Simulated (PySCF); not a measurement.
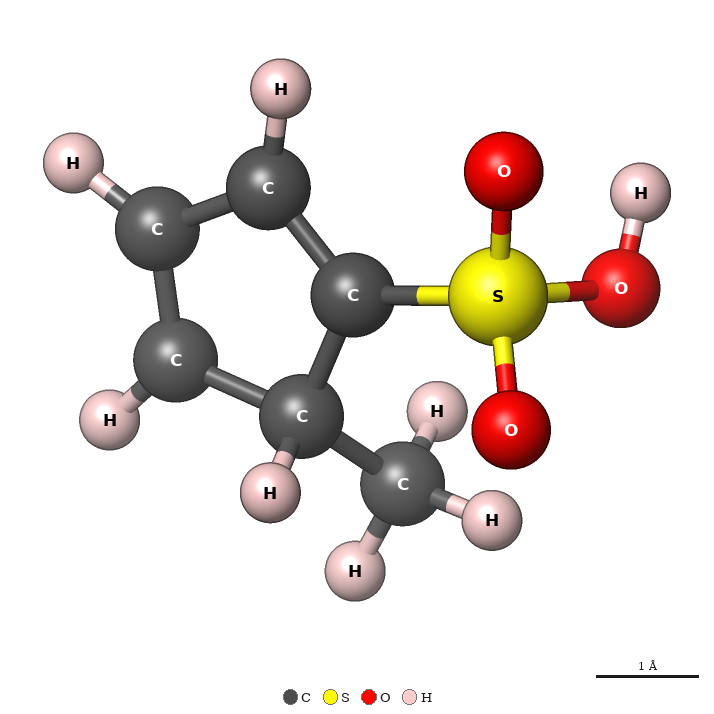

A ball-and-stick model of a molecule.

Computed geometry: PBE0-D3(BJ)/def2-SVP optimisation. No frequency run is at hand to confirm it as a minimum.

Question: Which formula does it have?

Answer: C6H8O3S, 18 atoms: 6 carbon, 8 hydrogen, 3 oxygen and 1 sulfur.

Question: Name some functional groups or characteristic bonds that it holds.

Answer: Among them: alkene.

More results for the same structure follow; atom numbers are the same in all pictures, views and colours differ.

**Symmetry**

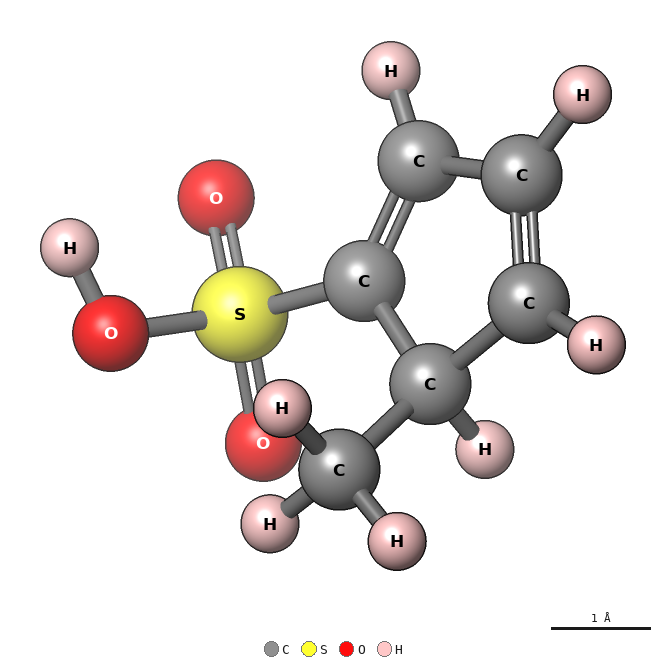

Atoms fade into the background with distance from the viewer. No frequency run is at hand to confirm it as a minimum. Masses are those of the most abundant isotopes; constants are for the rigid equilibrium geometry.

Question: What kind of rotor is it, and what are its rotational constants in cm⁻¹?

Answer: An asymmetric top (C1): A = 0.0686, B = 0.0326, C = 0.0264 cm⁻¹. Ray's parameter κ is −0.70, nearer the prolate limit.

**Electronic properties**

No frequency run is at hand to confirm it as a minimum. Properties computed with PBE0/pcSseg-1 in dichloromethane (IEF-PCM) (PySCF 2.14.0).

Computed properties:

- dipole moment: 5.92 D
- HOMO energy (Kohn–Sham orbital): −7.12 eV
- LUMO energy (Kohn–Sham orbital): −1.66 eV
- HOMO–LUMO gap: 5.46 eV

**NMR shielding**

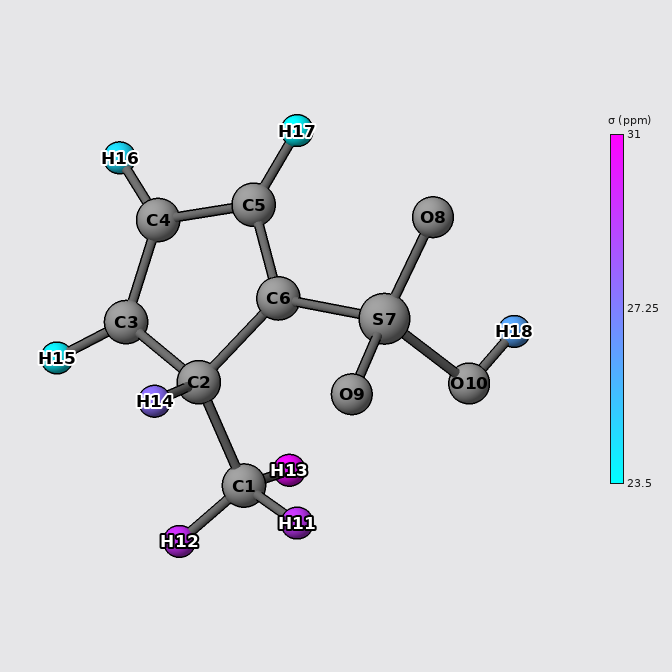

Atoms are coloured by their isotropic NMR shieldings (H only, the others grey). No frequency run is at hand to confirm it as a minimum. Method: GIAO PBE0/pcSseg-1 NMR shielding, non-relativistic, IEF-PCM dichloromethane (PySCF 2.14.0).

List the isotropic NMR shieldings of the H atoms.

```
atom  σ (ppm)
 H11    29.35
 H12    29.54
 H13    30.60
 H14    27.68
 H15    23.90
 H16    24.41
 H17    23.72
 H18    26.11
```

**Ring current**

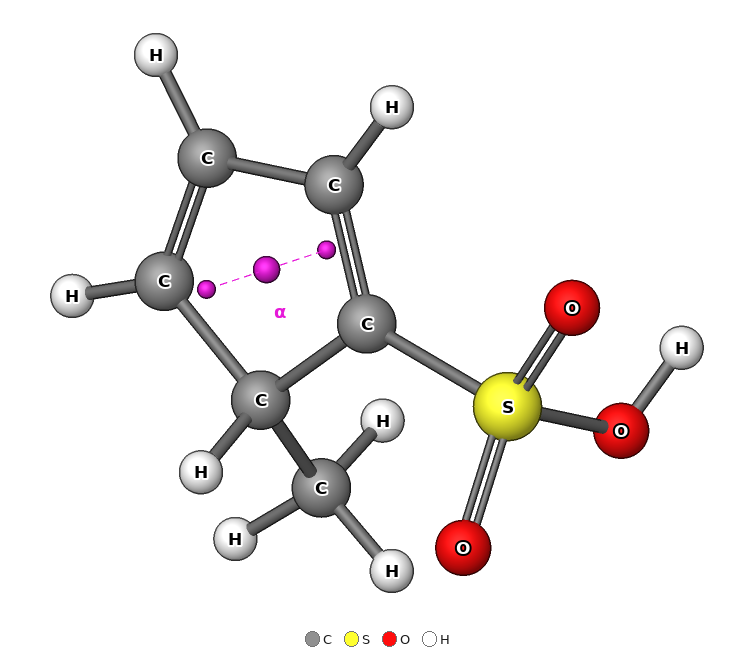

The small points mark where nucleus-independent chemical shifts (NICS) were computed: at the centre of each lettered ring and 1 Å above and below it. No frequency run is at hand to confirm it as a minimum. Properties computed with GIAO PBE0/pcSseg-1 NMR shielding, non-relativistic, IEF-PCM dichloromethane (PySCF 2.14.0).

Give NICS(0), NICS(1) and the out-of-plane component NICS(1)zz for each ring (means of the two sides).

| ring | members | NICS(0) | NICS(1) | NICS(1)zz |
| --- | --- | --- | --- | --- |
| α | C5 | −3.6 | −5.9 | −10.1 |

Values in ppm.
